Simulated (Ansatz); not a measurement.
# SnCl2 (SMILES [Cl][Sn][Cl]): levels of theory compared

Wanted: a comparison of 6 runs (BLYP/def2-SVP, PBE0/def2-SVP, SVWN5/def2-SVP, revPBE/def2-SVP, MP2/def2-SVP, CCSD(T)/def2-SVP) of SnCl2. 

Program for the calculation: Ansatz 0.2.0.

28 further runs of the same task are left out: 28 set aside as unsound or not needed.

**1. Starting point**

The species is SnCl2 (3 atoms), meant as a singlet with charge 0. SMILES: `[Cl][Sn][Cl]`. The Sn1–Cl2 distance was set to 3.091 Å, away from the relaxed value.

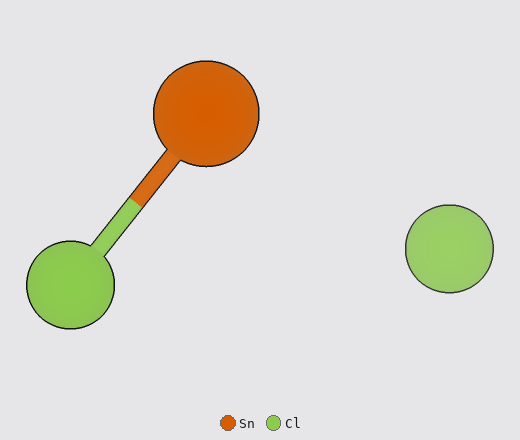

The structure, seen from a chosen angle (tin orange, chlorine green).

**2. The energy at BLYP/def2-SVP (core potential) (run 1)**

Input file in.yaml:

```yaml
basis:
  gaussian: {orbitals: def2-SVP}
crystal:
  periodic: [false, false, false]
  atoms:
    - {symbol: Sn, position_ang: [-0.537394, -0.003602, -1.487165]}
    - {symbol: Cl, position_ang: [1.812600, -0.019020, 0.521020]}
    - {symbol: Cl, position_ang: [-2.359814, 0.029738, 0.039295]}
hamiltonian: {xc: {name: BLYP}}
accuracy: high
output: {orbitals: {seedname: orbitals}}
```

The run is started by

```console
$ ansatz run in.yaml --threads 1 --pin off --max-ram 2610MiB --events-out events.jsonl --progress --plain --runs-dir runs
```

Log:

```text
Warning: RAYON_NUM_THREADS=1 ignored (pool sized by the plan → 1); use --threads N
Functional definition: BLYP
  name "BLYP"
  parameter beta = 0.0042
  parameter a = 0.04918
  parameter b = 0.132
  parameter c = 0.2533
  parameter d = 0.349
  exchange = b88_x(beta = beta)
  correlation = lyp_c(a = a, b = b, c = c, d = d)
1231 factors; integrals over basis functions are off by at most 3.6e-9 eV
mean field evaluation 1: about -30865.9814 eV, gradient 2.8e1 eV
mean field evaluation 2: about -30694.9624 eV, gradient 1.4e2 eV
mean field evaluation 4: about -30868.7897 eV, gradient 1.2e1 eV
mean field evaluation 8: about -30869.2861 eV, gradient 5.5e-1 eV
mean field evaluation 16: about -30869.2858 eV, gradient 1.6e-4 eV
mean field evaluation 32: about -30869.2750 eV, gradient 7.7e-1 eV
mean field evaluation 64: about -30867.0886 eV, gradient 7.5e0 eV
mean field -30869.28576420 eV, -1134.4253278811 hartree, gradient 3.5e-8 eV, S^2 0.000000; 4 other end points of the search recorded, 0 dependent functions left out
reference -30869.28580631 eV, -1134.4253294285 hartree; 28, 28 occupied and 34, 34 virtual orbitals, 1231 factors
Total energy: -30869.28580631 eV, -1134.4253294285 hartree
```

It took 3.3 s on 1 thread of AMD EPYC 9R45 (Zen 5), shared host; peak memory 0.16 GiB.

**3. A single-point energy at PBE0/def2-SVP (core potential) (run 2)**

Input file in.yaml:

```yaml
crystal:
  periodic: [false, false, false]
  atoms:
    - {symbol: Sn, position_ang: [-0.537394, -0.003602, -1.487165]}
    - {symbol: Cl, position_ang: [1.812600, -0.019020, 0.521020]}
    - {symbol: Cl, position_ang: [-2.359814, 0.029738, 0.039295]}
basis:
  gaussian:
    orbitals: def2-SVP
accuracy: high
hamiltonian:
  xc: pbe0
magnetization:
  spin_polarized: false
  initial_magnetization: 0
output: {orbitals: {seedname: orbitals}}
```

The run is started by

```console
$ ansatz run in.yaml --threads 1 --pin off --max-ram 2610MiB --events-out events.jsonl --progress --plain --runs-dir runs
```

Log:

```text
Warning: RAYON_NUM_THREADS=1 ignored (pool sized by the plan → 1); use --threads N
Functional definition: PBE0
  name "PBE0"
  parameter a = 0.25
  parameter kappa = 0.804
  parameter beta = 0.06672455060314922
  exchange = (1 - a)*pbe_x(kappa = kappa, mu = beta*pi^2/3) + a*exact_x
  correlation = pbe_c(beta = beta)
1231 factors; integrals over basis functions are off by at most 3.6e-9 eV
mean field evaluation 1: about -30859.5428 eV, gradient 2.6e1 eV
mean field evaluation 2: about -30789.0792 eV, gradient 1.2e2 eV
mean field evaluation 4: about -30862.1397 eV, gradient 8.0e0 eV
mean field evaluation 8: about -30862.3798 eV, gradient 4.7e-1 eV
mean field evaluation 16: about -30862.3807 eV, gradient 1.2e-4 eV
mean field -30862.38073353 eV, -1134.1715726842 hartree, gradient 3.1e-8 eV, S^2 0.000000; 0 other end points of the search recorded, 0 dependent functions left out
reference -30862.38073545 eV, -1134.1715727549 hartree; 28, 28 occupied and 34, 34 virtual orbitals, 1231 factors
Total energy: -30862.38073545 eV, -1134.1715727549 hartree
```

It took 2.1 s on 1 thread of AMD EPYC 9R45 (Zen 5), shared host; peak memory 0.19 GiB.

Runs 3 to 5 aren't shown in full; the table further down has their settings and results.

**4. A single-point energy at CCSD(T)/def2-SVP (core potential) (run 6)**

Input file input.yaml:

```yaml
crystal:
  periodic: [false, false, false]
  atoms:
    - {symbol: Sn, position_ang: [-0.537394, -0.003602, -1.487165]}
    - {symbol: Cl, position_ang: [1.812600, -0.019020, 0.521020]}
    - {symbol: Cl, position_ang: [-2.359814, 0.029738, 0.039295]}
basis:
  gaussian: {orbitals: def2-SVP}
total_charge: 0
correlation: {method: ccsd_t, frozen_orbitals: {Cl: 5, Sn: 4}}
accuracy: high
scf: {omitted_lower_state_checks: [cluster_reference, increment]}
```

The run is started by

```console
$ ansatz run input.yaml --threads 1 --pin off --max-ram 2610MiB --events-out events.jsonl --progress --plain --runs-dir runs
```

Log:

```text
Warning: RAYON_NUM_THREADS=1 ignored (pool sized by the plan → 1); use --threads N
[... 12 lines left out ...]
14 core orbitals not correlated: weight in the atoms' cores, before any rotation towards them, 1.000 or more for the frozen orbitals, at most 0.000 for the correlated occupied ones
[... 29 lines left out ...]
Total energy: -30817.04803410 eV, -1132.5056267079 hartree
Checks for a lower state left out: cluster_reference, increment
```

It took 2.2 s on 1 thread of AMD EPYC 9R45 (Zen 5), shared host; peak memory 0.19 GiB.

**5. The series**

```csv
run,level,frozen core orbitals,energy (Eh),HOMO energy (eV),LUMO energy (eV),HOMO–LUMO gap (eV),wall time
1,BLYP/def2-SVP (core potential),–,-1134.425329,-5.52,-4.22,1.29,3.3 s
2,PBE0/def2-SVP (core potential),–,-1134.171573,-6.98,-3.86,3.11,2.1 s
3,SVWN5/def2-SVP (core potential),–,-1131.170869,-5.87,-4.57,1.30,1.8 s
4,revPBE/def2-SVP (core potential),–,-1134.356787,-5.68,-4.31,1.37,2.7 s
5,MP2/def2-SVP (core potential),14,-1132.459989,–,–,–,0.93 s
6,CCSD(T)/def2-SVP (core potential),14,-1132.505627,–,–,–,2.2 s
```

**6. Outcome**

| quantity | value |
| --- | --- |
| run 6: total energy | -1132.50563 Eh |
| run 6: correlation energy (14 core orbitals frozen) | -387.8 mEh |
| run 6: (T) correction | -11.38 mEh |
| run 6: T1 diagnostic | 0.018 |

What this shows: Over runs 1, 2, 3, 4 the HOMO–LUMO gap runs from 1.29 eV (BLYP/def2-SVP) to 3.11 eV (PBE0/def2-SVP). Totals of different functionals can't be ranked against each other. All runs together took 13 s, the longest 3.3 s.
